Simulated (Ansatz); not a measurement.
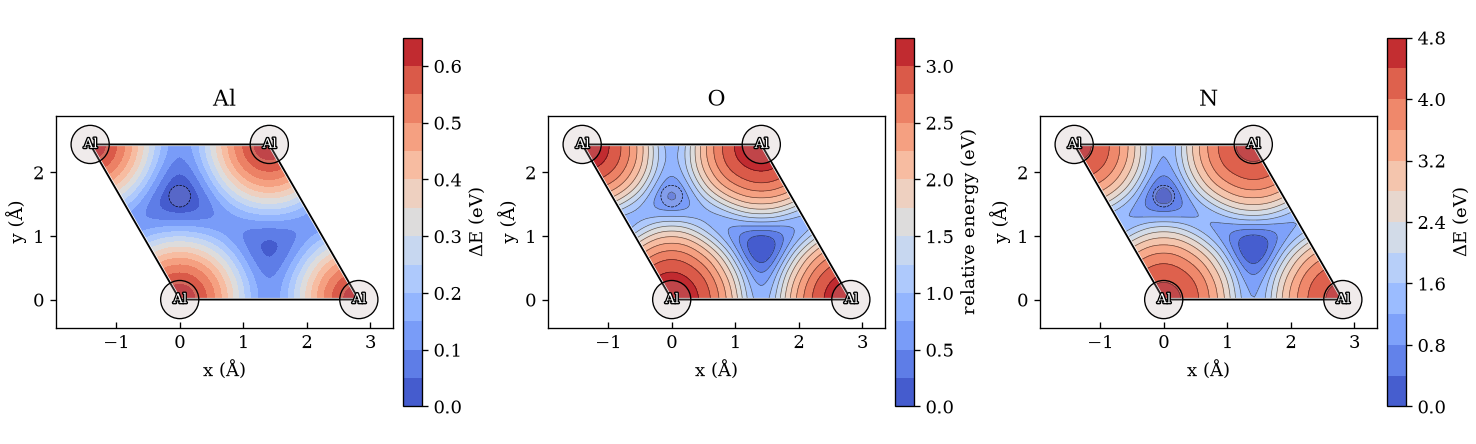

Three maps of one series, each from its own lowest grid point and on its own colour scale; the adsorbate changes from map to map. Adsorbates on an Al(111) slab cut from the Fm-3m phase, its upper half relaxed before the scan (12 atoms of substrate and one adsorbate in a 2 × 2 cell). 
- The adsorbate is moved over the surface cell; relaxed at each place: the height of the adsorbate's atoms; substrate rigid; the origin of the map has the adsorbate above Al9.
- Places are given modulo a cell vector. The map is drawn in real space over the plane of the surface.
- The scan uses a 6 × 6 grid.
- Places are given in fractions of the 1 × 1 surface cell.
- All energies are given in eV relative to the lowest grid point.
- Level of theory: DFT LDA, scalar-relativistic, plane waves, PAW in Ansatz. Settings: cutoff 420 eV, k-mesh 6×6×1, gaussian smearing 0.1 eV, no spin polarisation.

Drawn: filled contours, labelled circles for the atoms of the top layer and small ones for the second layer, the outline of one cell of the plane. Between grid points the surface is interpolated.

The span runs from the lowest to the highest grid point.

| adsorbate | lowest grid point | span (eV) | height there (Å) |
| --- | --- | --- | --- |
| Al | a threefold hollow over a second-layer Al atom | 0.62 | 2.13 |
| O | a threefold hollow over a third-layer Al atom | 3.22 | 0.83 |
| N | a threefold hollow over a third-layer Al atom | 4.52 | 0.82 |

Q: One more map of the series was computed, for the adsorbate Li. What do you expect for it?

A: The computed span is 0.34 eV, the smallest of the series. The lowest grid point is a threefold hollow over a second-layer Al atom, as for Al. The height there is 2.10 Å.

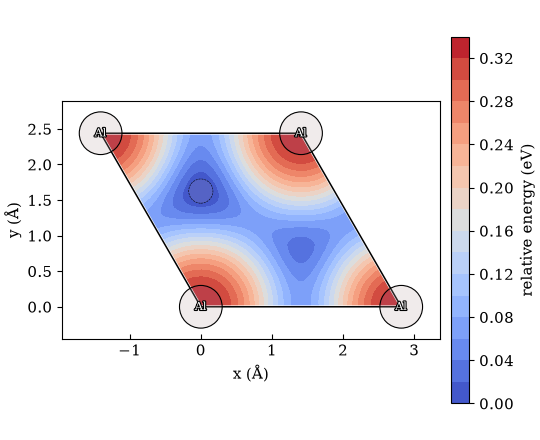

The map for Li.
